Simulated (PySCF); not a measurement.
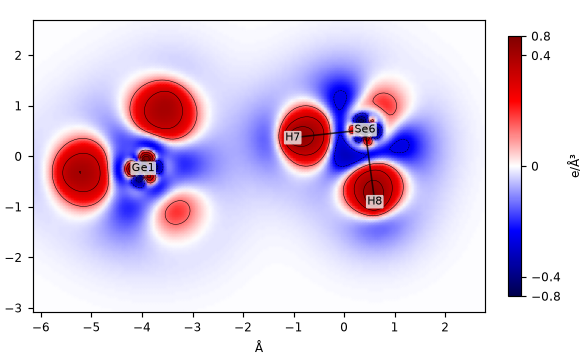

Figure. GeH6Se, SMILES `[GeH4].[SeH2]`. Deformation density (molecule less spherical, spin-averaged free atoms) in the plane of Ge1, Se6, H7 and H8; colour scale in e/Å³, logarithmic beyond ±0.1; red: gain, blue: loss.

PySCF calculation, PBE/def2-TZVP, gas phase; geometry: an unrelaxed start of a pair search.

Question: Describe the bonding that the map shows.

Answer: Se6–H8: +0.30 e/Å³ at the bond critical point (bond length 1.44 Å, Mayer order 1.0). Se6–H7: +0.30 e/Å³ at the bond critical point (bond length 1.44 Å, Mayer order 1.0). In all, 1.6 electrons gather in the regions of gain relative to the promolecule.

Question: Where do the Hirshfeld charges lie?

Answer: The highest Hirshfeld charge is on Ge1 (+0.24 e), the lowest on H3 (−0.06 e).

```csv
atom,charge (e)
Ge1,+0.24
H2,−0.06
H3,−0.06
H4,−0.06
H5,−0.06
Se6,−0.05
H7,+0.02
H8,+0.03
```

The PySCF run took 50 s on 1 thread of Intel(R) Xeon(R) Processor @ 2.50GHz (Skylake/Cascade Lake) (shared host), peak memory 0.48 GiB.
